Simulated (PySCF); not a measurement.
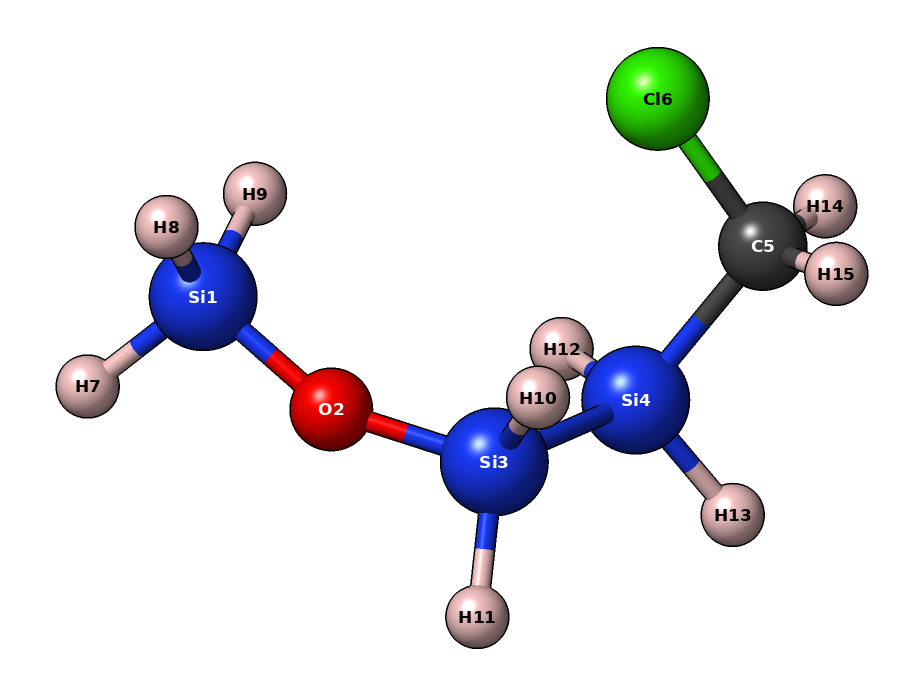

Every bond is drawn as one stick. The computed structure is the end point of a GFN2-xTB optimisation. No frequency run is at hand to confirm it as a minimum. Method: PBE0/pcSseg-1 (PySCF 2.14.0).

List the Mayer bond orders of Si1–O2, Si1–H7, Si1–H8, Si1–H9, O2–Si3, Si3–Si4, Si3–H10, Si3–H11, Si4–C5, Si4–H12, Si4–H13, C5–Cl6, C5–H14, C5–H15.

| bond | Mayer order | length (Å) |
| --- | --- | --- |
| Si1–O2 | 0.92 | 1.622 |
| Si1–H7 | 0.93 | 1.460 |
| Si1–H8 | 0.93 | 1.461 |
| Si1–H9 | 0.92 | 1.462 |
| O2–Si3 | 0.91 | 1.622 |
| Si3–Si4 | 0.88 | 2.311 |
| Si3–H10 | 0.92 | 1.468 |
| Si3–H11 | 0.92 | 1.466 |
| Si4–C5 | 0.85 | 1.921 |
| Si4–H12 | 0.95 | 1.471 |
| Si4–H13 | 0.92 | 1.474 |
| C5–Cl6 | 0.95 | 1.788 |
| C5–H14 | 0.94 | 1.087 |
| C5–H15 | 0.94 | 1.088 |

The geometry is semi-empirical. Around Si such bond lengths and angles can be off by a tenth of an ångström or more and by several degrees, and values that hang on the shape move with them.
